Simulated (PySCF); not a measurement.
# RuSF₂: singlet, from a PBE0 minimum start

The task is one start of a wider search on RuSF₂: the singlet, built as PBE0 minimum. It is relaxed, tested by its Hessian and followed downhill if it is a saddle.

Method: PBE0, basis Ru def2-SVP with ECP28, S def2-SVP, F def2-SVP, scalar-relativistic core potentials, no spin–orbit coupling, density fitting; program: PySCF 2.14.0.

**1. The starting structure**

4 atoms, charge 0, spin multiplicity 1.

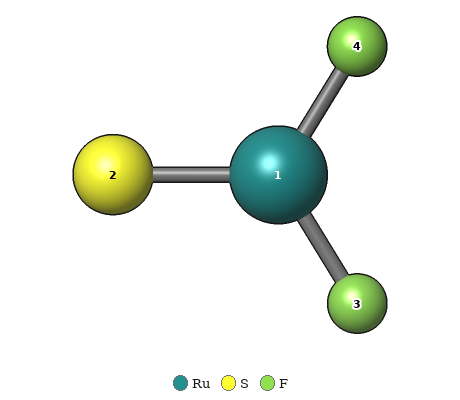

As it starts; ruthenium teal, sulfur yellow, fluorine green; atoms are numbered from 1 in the order of the file.

```xyz
4
charge 0 multiplicity 1
Ru    0.0806    0.1396    0.0000
S    -0.9189   -1.5916    0.0000
F     1.9063    0.1850    0.0000
F    -0.7929    1.7434    0.0000
```

**2. First SCF at the start**

The steps below are one call of a driver around PySCF. For each, scf.py gives the equivalent set-up of the SCF; relaxations use the driver's own optimiser. After this first run the driver tries any further starts and a stability analysis.

scf.py

```python
from pyscf import gto, scf, dft
mol = gto.M(atom='''
Ru     0.080616     0.139631     0.000000
S     -0.918942    -1.591649    -0.000000
F      1.906256     0.184998     0.000000
F     -0.792911     1.743367     0.000000''',
    basis={'Ru': 'def2-SVP', 'S': 'def2-SVP', 'F': 'def2-SVP'},
    ecp={'Ru': 'def2-SVP'},
    charge=0, spin=0)
mf = dft.RKS(mol, xc='PBE0')
mf.grids.atom_grid = (50, 194)
aux = {'Ru': 'def2-universal-JKFIT', 'S': 'def2-universal-JKFIT', 'F': 'def2-universal-JKFIT'}
mf = mf.density_fit(auxbasis=aux)
mf.conv_tol = 1e-08
mf.diis_space = 10
mf.max_cycle = 60
mf.init_guess = 'minao'
mf.verbose = 4
mf.kernel()
```

On the command line:

```bash
$ OMP_NUM_THREADS=2 python axn.py task.json out
```

Further steps of the session: PBE0 minimum start, singlet: relaxation; Frequencies; A spin-polarised start; Hessian and properties.

Before running it: what results should come out? Wanted: minimum; geometry; wavenumbers; dipole moment; highest occupied, lowest empty level; polar-tensor charge of Ru1; zero-point energy; atomisation energy; ⟨S²⟩.

As calculated:

| quantity | value |
| --- | --- |
| minimum | broken-symmetry (Ms = 0), C2v |
| geometry | Ru–F 1.817 Å (×2), Ru–S 2.040 Å; F–Ru–F 138.1°, F–Ru–S 111.0° (×2) |
| wavenumbers (cm⁻¹) | 152 (b2), 159 (b1), 183 (a1), 563 (a1), 660 (a1), 709 (b2) |
| dipole moment | 0.72 D |
| highest occupied, lowest empty level (either spin) | -7.50, -4.31 eV |
| polar-tensor charge of Ru1 | +1.27 e |
| zero-point energy | 14.5 kJ/mol |
| entropy at 298.15 K | 315.1 J/(mol K) |
| atomisation energy (no zero-point energy) | 1153 kJ/mol |
| ⟨S²⟩ | 1.037 |

In words: The molecule stays C2v, as typed, and the end point is a minimum. The determinant is spin-contaminated (⟨S²⟩ = 1.04 against 0.00), so it is no pure spin state. In the infrared the band at 709 cm⁻¹ (b2, stretch) leads. Only this shape and spin were tried, so other structures or states may lie lower.
